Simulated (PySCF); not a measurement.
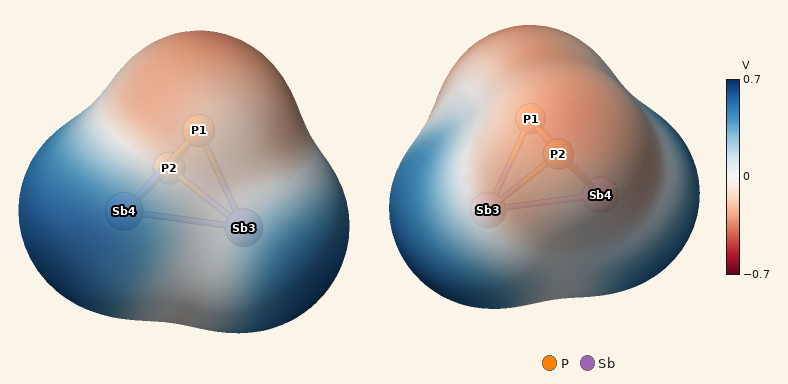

Figure 1: PPSbSb tetrahedron (P2Sb2). Electrostatic potential on the surface of electron density 0.001 a.u. (back view left, front view right).

PySCF calculation, B3LYP/def2-SVPD, gas phase; geometry: GFN2-xTB. Core potentials replace the inner electrons of Sb; spin–orbit coupling isn't included. No frequency check shows the geometry to be a minimum. GFN2-xTB bond lengths at metals and heavier atoms can be off by up to 0.1 Å and shapes distorted, which carries into these values.

### Where are the extremes of the potential on the surface?

Highest: 0.63 V, 2.4 Å from Sb4, and at like points elsewhere. Lowest: −0.31 V, 2.2 Å from P1, and at like points elsewhere. Further minima include −0.05 V, off the Sb3–Sb4 bond (2.7 to 2.9 Å from its atoms). The surface is sampled at points, so like sites can differ by a few per cent and only the strongest of them is named.
